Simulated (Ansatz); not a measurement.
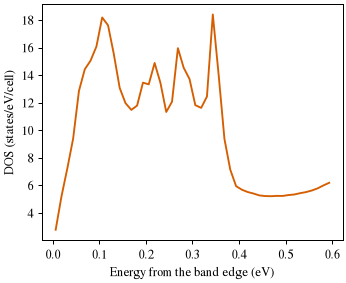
Figure: Density of states of BaF₂ (Fm-3m) below the valence band maximum, PBEsol, rigid bands in Ansatz (a quantum-chemistry and plane-wave program); cell volume 57.8 Å³.

Question: What effective density of states at 300 K does this give (∫ g(E) exp(−E/k_BT) dE, both spins, divided by the cell's size)?

Answer: 2.8e21 cm⁻³, a density-of-states mass of 23 mₑ, valleys and band degeneracy included.

Spin-orbit coupling is left out; where it splits the top of the valence band, N_v and the p-type Seebeck coefficient come out somewhat high without it. Geometry: cell and atoms relaxed with PBEsol.
